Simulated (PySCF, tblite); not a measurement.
# C6H4F3O3S+: excited states

Aim: compute the excited states of C6H4F3O3S+ (`O=S(=O)(c1cccc[o+]1)C(F)(F)F`).

Programs: tblite 0.8.0 and PySCF 2.14.0, with routines of our own; each step states its level. All values are computed. Atoms count from 0.

## 1. The starting structure

17 atoms, charge 1, multiplicity 1; geometry from: force field or distance geometry start.

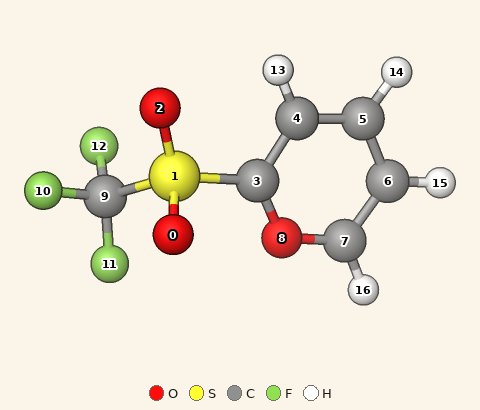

The starting geometry (oxygen red, sulfur yellow, carbon grey, fluorine green, hydrogen white).

## 2. Optimising the geometry with GFN2-xTB

The job: settings as JSON, then the geometry in Å.

```
{"job": {"kind": "relax", "xc": "GFN2-xTB", "basis": "xTB"}, "charge": 1, "multiplicity": 1}
O      1.783400     1.455300     1.759000
S      1.578700     0.132300     1.045400
O      1.883100    -0.967500     2.019400
C     -0.073300     0.146800     0.479200
C     -0.871000    -0.937900     0.872600
C     -2.180900    -0.984200     0.449100
C     -2.670000     0.058600    -0.344900
C     -1.805000     1.104800    -0.674900
O     -0.553500     1.100200    -0.256000
C      2.758800     0.131100    -0.281500
F      4.012300     0.120400     0.335000
F      2.669100     1.262900    -1.041300
F      2.707800    -1.041900    -0.995300
H     -0.497800    -1.747700     1.475100
H     -2.860200    -1.797100     0.718200
H     -3.714700     0.049100    -0.676800
H     -2.173700     1.926600    -1.294400
```

On the command line:

```bash
> OMP_NUM_THREADS=1 python excited_run.py task.json out
```

One launch serves the whole session: the jobs run in the order shown.

What it wrote:

```text
step      E/eV     max force
  0   -1195.30183    9.229
  1   -1196.40468    3.362
  2   -1196.56205    1.151
  3   -1196.62879    0.933
  4   -1196.67360    0.948
  5   -1196.69424    0.504
  6   -1196.70921    0.392
  7   -1196.71961    0.346
  8   -1196.72850    0.221
  9   -1196.73500    0.188
 10   -1196.73951    0.215
 11   -1196.74253    0.181
 12   -1196.74518    0.139
 13   -1196.74802    0.134
 14   -1196.75117    0.171
 15   -1196.75448    0.186
 16   -1196.75782    0.165
 17   -1196.76102    0.152
 18   -1196.76388    0.161
 19   -1196.76652    0.153
 20   -1196.76915    0.135
 21   -1196.77185    0.127
 22   -1196.77426    0.118
 23   -1196.77609    0.102
 24   -1196.77750    0.079
 25   -1196.77882    0.091
 26   -1196.78017    0.099
 27   -1196.78157    0.078
 28   -1196.78292    0.089
 29   -1196.78414    0.078
 30   -1196.78515    0.085
 31   -1196.78598    0.074
 32   -1196.78670    0.079
 33   -1196.78738    0.067
 34   -1196.78796    0.057
 35   -1196.78838    0.053
 36   -1196.78871    0.040
 37   -1196.78906    0.050
 38   -1196.78949    0.048
 39   -1196.78995    0.057
 40   -1196.79038    0.058
 41   -1196.79082    0.059
 42   -1196.79130    0.058
 43   -1196.79175    0.056
 44   -1196.79210    0.046
 45   -1196.79238    0.046
 46   -1196.79267    0.055
 47   -1196.79303    0.053
 48   -1196.79345    0.059
 49   -1196.79393    0.052
 50   -1196.79455    0.078
 51   -1196.79538    0.091
 52   -1196.79631    0.082
 53   -1196.79714    0.070
 54   -1196.79775    0.064
 55   -1196.79820    0.067
 56   -1196.79853    0.048
 57   -1196.79876    0.043
 58   -1196.79895    0.040
 59   -1196.79918    0.058
 60   -1196.79945    0.056
 61   -1196.79971    0.048
 62   -1196.79993    0.038
 63   -1196.80012    0.048
 64   -1196.80034    0.049
 65   -1196.80053    0.034
 66   -1196.80067    0.027
 67   -1196.80078    0.028
 68   -1196.80089    0.036
 69   -1196.80102    0.034
 70   -1196.80113    0.020
 71   -1196.80119    0.015
 72   -1196.80124    0.015
 73   -1196.80127    0.014
 74   -1196.80131    0.013
 75   -1196.80134    0.014
 76   -1196.80139    0.019
 77   -1196.80145    0.020
 78   -1196.80152    0.019
 79   -1196.80156    0.014
 80   -1196.80159    0.011
 81   -1196.80160    0.012
 82   -1196.80163    0.013
 83   -1196.80166    0.015
 84   -1196.80168    0.014
 85   -1196.80169    0.009
```

Wall time 1.4 s (1 thread of Arm Neoverse N1, shared host).

Relaxation path: (not every step is listed)

| step | energy from step 0 (eV) | largest force (eV/Å) |
| --- | --- | --- |
| 0 | 0.0000 | 9.2287 |
| 1 | -1.1028 | 3.3619 |
| 2 | -1.2602 | 1.1511 |
| 3 | -1.3270 | 0.9334 |
| 4 | -1.3718 | 0.9477 |
| 5 | -1.3924 | 0.5036 |
| 6 | -1.4074 | 0.3922 |
| 7 | -1.4178 | 0.3458 |
| 8 | -1.4267 | 0.2211 |
| 15 | -1.4526 | 0.1858 |
| 22 | -1.4724 | 0.1182 |
| 29 | -1.4823 | 0.0782 |
| 36 | -1.4869 | 0.0398 |
| 43 | -1.4899 | 0.0565 |
| 50 | -1.4927 | 0.0781 |
| 57 | -1.4969 | 0.0428 |
| 64 | -1.4985 | 0.0489 |
| 71 | -1.4994 | 0.0152 |
| 78 | -1.4997 | 0.0191 |
| 80 | -1.4998 | 0.0114 |
| 81 | -1.4998 | 0.0117 |
| 82 | -1.4998 | 0.0128 |
| 83 | -1.4998 | 0.0149 |
| 84 | -1.4998 | 0.0144 |
| 85 | -1.4999 | 0.0088 |

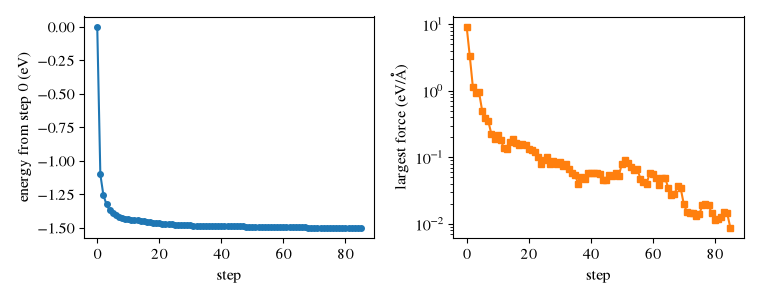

Energy and force, step by step.

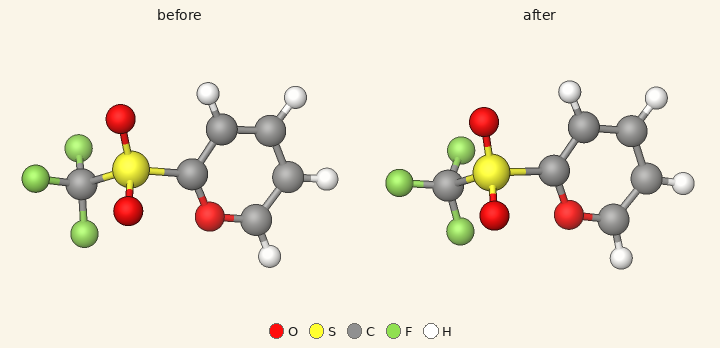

The geometry before (left) and after (right).

Close pairs (by a distance rule), those that changed most:

| bond | before (Å) | after (Å) | change (Å) |
| --- | --- | --- | --- |
| S1–C3 | 1.746 | 1.878 | +0.132 |
| S1–C9 | 1.776 | 1.902 | +0.126 |
| O0–S1 | 1.517 | 1.413 | -0.104 |
| C9–F10 | 1.397 | 1.301 | -0.095 |
| S1–O2 | 1.500 | 1.414 | -0.087 |
| C9–F12 | 1.374 | 1.330 | -0.044 |
| C9–F11 | 1.366 | 1.322 | -0.044 |
| C3–C4 | 1.403 | 1.377 | -0.025 |

The final coordinates are the input of the step that follows.

## 3. Harmonic vibrations with GFN2-xTB

The job: settings as JSON, then the geometry in Å.

```
{"job": {"kind": "ir", "xc": "GFN2-xTB", "basis": "xTB"}, "charge": 1, "multiplicity": 1}
O      1.711603     1.580456     1.847031
S      1.675571     0.268018     1.324686
O      1.884136    -0.881648     2.120517
C     -0.040348     0.056825     0.591344
C     -0.851103    -1.015194     0.892595
C     -2.148295    -1.020943     0.372532
C     -2.559174     0.052747    -0.418379
C     -1.659690     1.074602    -0.653814
O     -0.448378     1.052991    -0.152432
C      2.660673     0.143451    -0.297206
F      3.948266     0.084750    -0.117003
F      2.323576     1.179564    -1.046570
F      2.208018    -0.961306    -0.882949
H     -0.465357    -1.808017     1.517356
H     -2.820540    -1.841680     0.583461
H     -3.552892     0.094012    -0.839420
H     -1.873063     1.953400    -1.253812
```

What it wrote:

```text
mode    cm-1     km/mol
  1       6.6      0.28
  2      29.2      0.73
  3      45.9      1.11
  4      96.5      1.90
  5     126.8      8.29
  6     132.5     12.92
  7     215.1      0.48
  8     245.0      5.64
  9     270.7      0.48
 10     295.3      0.47
 11     319.9      0.38
 12     350.6     14.06
 13     417.9     52.97
 14     463.8     79.74
 15     471.8      2.47
 16     496.4    148.15
 17     506.7    288.68
 18     577.0      3.06
 19     662.0     10.48
 20     681.0     47.28
 21     705.9      1.28
 22     769.8     36.71
 23     897.2      0.04
 24     928.5      0.23
 25     949.0      0.97
 26     971.7     18.87
 27    1022.9    249.16
 28    1055.0      7.67
 29    1067.9     42.50
 30    1104.1     42.36
 31    1118.6    206.23
 32    1134.1      4.14
 33    1169.0    105.32
 34    1179.6     10.17
 35    1213.0    376.02
 36    1230.1      6.11
 37    1348.3    115.49
 38    1354.8    302.67
 39    1391.6     54.80
 40    1483.0      8.54
 41    1533.4     78.03
 42    3045.0     57.65
 43    3076.9     11.38
 44    3090.4     51.89
 45    3100.2     46.44
```

Wall time 1.5 s (1 thread of Arm Neoverse N1, shared host).

The strongest bands and the atoms that carry them (share of the mass-weighted mode):

| cm⁻¹ | km/mol | atoms |
| --- | --- | --- |
| 496 | 148.2 | S1 39 %, O2 13 %, O0 12 % |
| 507 | 288.7 | S1 39 %, O2 13 %, O0 13 % |
| 1023 | 249.2 | C9 51 %, F12 18 %, F11 11 % |
| 1119 | 206.2 | C9 70 %, F11 16 %, F12 11 % |
| 1169 | 105.3 | O2 29 %, O0 29 %, S1 18 %, C9 14 % |
| 1213 | 376.0 | C9 60 %, F10 23 % |
| 1348 | 115.5 | C3 14 %, S1 12 %, C7 11 % |
| 1355 | 302.7 | S1 32 %, O0 21 %, O2 21 % |

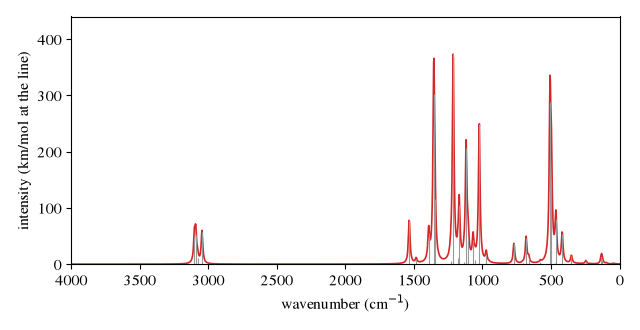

The infrared spectrum from these modes, unscaled. Lines are broadened to a width of 14 cm⁻¹ (Lorentzian).

## 4. Excited states: TDA B3LYP/def2-SVP

Settings changed since step 3:

```diff
@@ -1,2 +1,2 @@
-{"job": {"kind": "ir", "xc": "GFN2-xTB", "basis": "xTB"}, "charge": 1, "multiplicity": 1}
+{"job": {"kind": "states", "xc": "B3LYP", "basis": "def2-SVP", "tda": true, "soc": true, "nstates": 5, "ntriplets": 4, "nquad": 4}, "charge": 1, "multiplicity": 1}
 O      1.711603     1.580456     1.847031
```

With the program's defaults for keys left out, this is: TDA B3LYP/def2-SVP excited states, vertical, gas phase, spin-orbit mean-field couplings.

What it wrote:

```text
coarse grid: 17136 points
cycle   1  E = -1152.6308725024  dE =  3.693e+00  |g| = 1.657e+00  |ddm| = 5.197e+00
cycle   2  E = -1147.6799518368  dE =  4.951e+00  |g| = 4.703e+00  |ddm| = 6.148e+00
cycle   3  E = -1153.0157026210  dE = -5.336e+00  |g| = 8.149e-01  |ddm| = 5.361e+00
cycle   4  E = -1153.1571648506  dE = -1.415e-01  |g| = 2.330e-01  |ddm| = 1.079e+00
cycle   5  E = -1153.1627251926  dE = -5.560e-03  |g| = 1.351e-01  |ddm| = 2.999e-01
cycle   6  E = -1153.1668730839  dE = -4.148e-03  |g| = 3.828e-02  |ddm| = 1.565e-01
cycle   7  E = -1153.1671578599  dE = -2.848e-04  |g| = 1.597e-02  |ddm| = 4.962e-02
cycle   8  E = -1153.1672086873  dE = -5.083e-05  |g| = 5.133e-03  |ddm| = 1.844e-02
cycle   9  E = -1153.1672130500  dE = -4.363e-06  |g| = 2.208e-03  |ddm| = 6.717e-03
final grid: 168920 points
cycle  10  E = -1153.3323668536  dE = -4.352e-05  |g| = 7.800e-03  |ddm| = 3.387e-02
cycle  11  E = -1153.3323411825  dE =  2.567e-05  |g| = 1.385e-02  |ddm| = 1.941e-02
cycle  12  E = -1153.3323779449  dE = -3.676e-05  |g| = 2.600e-03  |ddm| = 1.376e-02
cycle  13  E = -1153.3323793555  dE = -1.411e-06  |g| = 2.539e-04  |ddm| = 2.548e-03
cycle  14  E = -1153.3323793620  dE = -6.481e-09  |g| = 1.617e-04  |ddm| = 3.389e-04
cycle  15  E = -1153.3323793669  dE = -4.896e-09  |g| = 4.492e-05  |ddm| = 1.755e-04
cycle  16  E = -1153.3323793673  dE = -3.502e-10  |g| = 1.605e-05  |ddm| = 6.073e-05
converged SCF energy = -1153.3323793673

Singlet excitations
state   eV       nm        f     d(h-e)  d(exc)  Lambda  PR(NTO)  |dmu|/D   mu/D   main configurations
  1   3.5677   347.5   0.00402   2.873   3.905   0.337   1.004    8.843    2.797   H->L 0.98
  2   4.1084   301.8   0.00953   3.304   4.083   0.268   1.005    9.772    2.338   H-1->L 0.97
  3   4.6274   267.9   0.01106   3.242   4.074   0.511   1.010    9.599    2.520   H-2->L 0.80, H-4->L 0.19
  4   4.6985   263.9   0.00042   3.131   4.009   0.310   1.003    9.391    2.801   H-3->L 0.96
  5   5.0701   244.5   0.00165   2.953   4.006   0.322   1.009                     H->L+1 0.98

Triplet excitations (Tamm-Dancoff)
state   eV     d(h-e)  d(exc)  Lambda  PR(NTO)   main configurations
  1   3.3161   2.257   3.597   0.350   1.008   H->L 0.85
  2   3.5635   0.614   2.851   0.497   1.017   H-4->L 0.44, H-2->L 0.28, H-1->L 0.17
  3   4.0799   3.083   3.986   0.318   1.005   H-1->L 0.80, H-4->L 0.10, H-2->L 0.09
  4   4.4852   1.738   3.404   0.587   1.171   H-5->L 0.33, H-2->L 0.24, H-4->L 0.23
S1 - T1 = 0.2515 eV

Spin-orbit couplings |<S|Hso|T>| (cm-1)
             T1       T2       T3       T4
S0       12.460    6.676    8.424    6.378
S1        6.397    7.018   32.902   21.118
S2       30.979   11.165    4.963   29.340
S3       13.027   16.953   38.803    2.276
S4       32.067    9.176   39.487    4.161
S5        0.445    0.631    2.003    3.546
T1 sublevels (cm-1): 0.000 0.071 0.093   radiative rates (1/s): 192 0.282 26.2
```

Wall time 1.7 min (1 thread of Arm Neoverse N1, shared host); peak memory 0.96 GiB.

From this job:

| quantity | value |
| --- | --- |
| S1 less T1 | 0.25 eV |

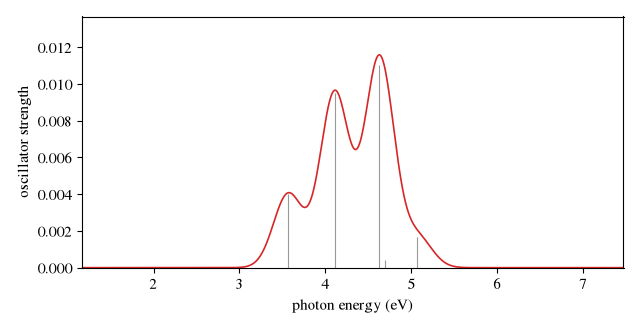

Absorption lines of the singlets. Lines are broadened to a width of 0.40 eV (Gaussian).

The fields below are evaluated on a grid from the run's orbitals.

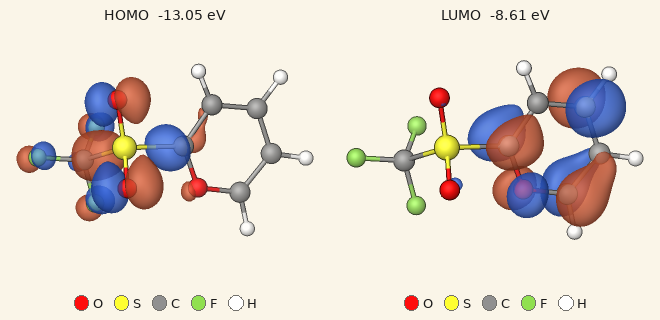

Frontier orbitals at B3LYP/def2-SVP; each surface holds 70 % of the orbital's density, blue and red mark the sign.

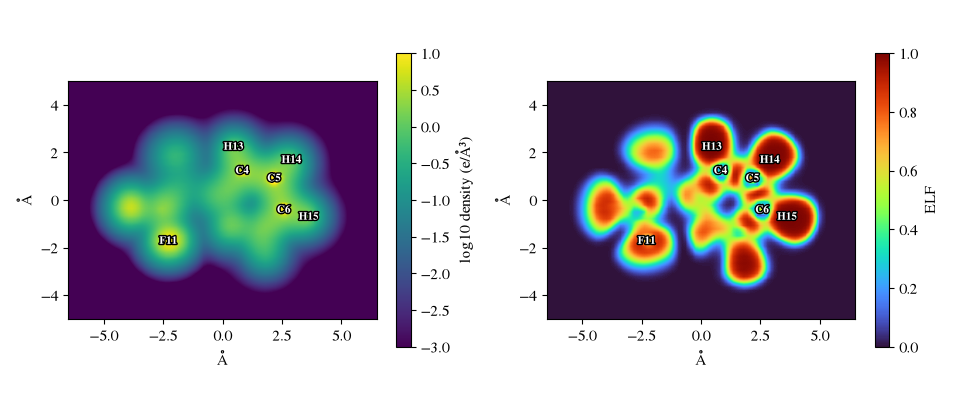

Density (left) and ELF (right) in a plane through or near 7 of the atoms.

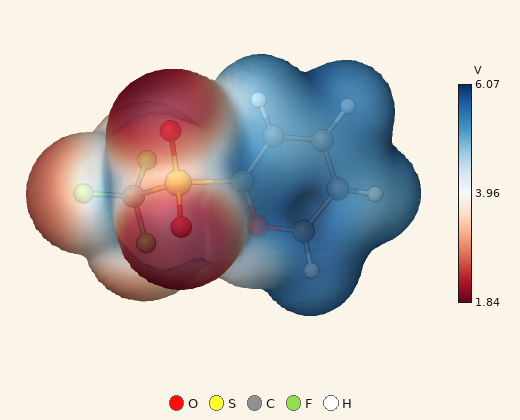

Electrostatic potential on the surface of density 0.002 e/bohr³; red is low, blue high. It runs from 1.84 V near O0 to 6.07 V near O8.

## 5. What came out

| quantity | value |
| --- | --- |
| strongest single infrared mode (GFN2-xTB) | 1213 cm⁻¹, 376 km/mol |
| zero-point energy (GFN2-xTB) | 60.5 kcal/mol |
| S1 less T1 (step 4, TDA B3LYP/def2-SVP) | 0.25 eV |

What this shows: No mode is imaginary among the 45: a minimum at this level. The strongest single mode, at 1213 cm⁻¹, moves mainly C9. Unscaled tight-binding wavenumbers are off by several per cent, some by more. Its intensities can rank the bands wrongly. In step 4 hole and electron of S1 lie 2.9 Å apart, a charge-transfer state, which a functional without long-range exact exchange places too low; S1, its gap to T1 and the count of triplets below it are unsure. In step 4, the number of triplets below S1 is 2, and the largest singlet-triplet spin-orbit coupling is S4–T3, 39.49 cm⁻¹. At B3LYP/def2-SVP, counted by nearest atom on the grid, the HOMO lies on O0 28 %; O2 18 %, the LUMO on C5 26 %; C3, C7 about 19 % each.
